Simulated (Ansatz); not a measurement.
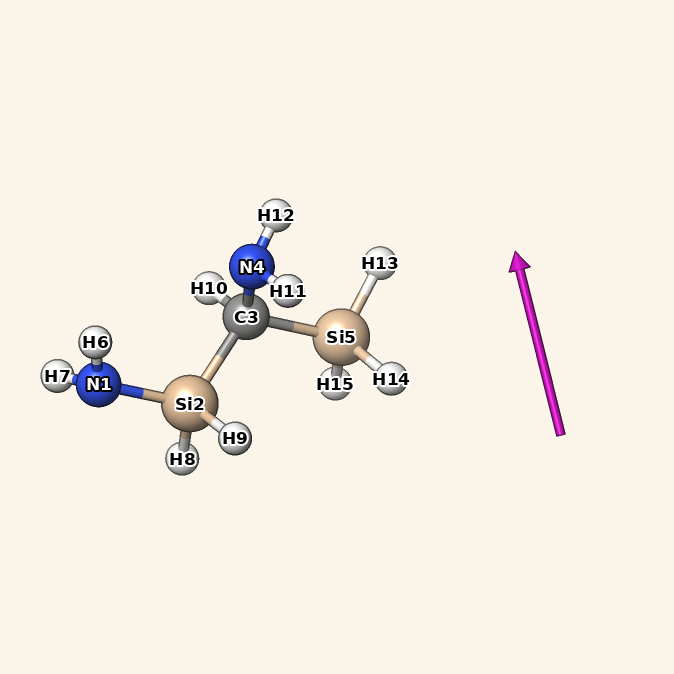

The arrow beside the molecule shows the direction of the dipole moment, from the negative to the positive end (its length means nothing). The geometry was computed by an optimisation with PBE-D4/def2-SVP. No frequency run is at hand to confirm it as a minimum. Method: RKS PBE-D4/def2-SVP (Ansatz 0.2.0).

Q: Estimate the dipole moment.

A: 1.82 D; it points from the side of H8, H9 to the side of H12 (the outermost atoms at the two ends).
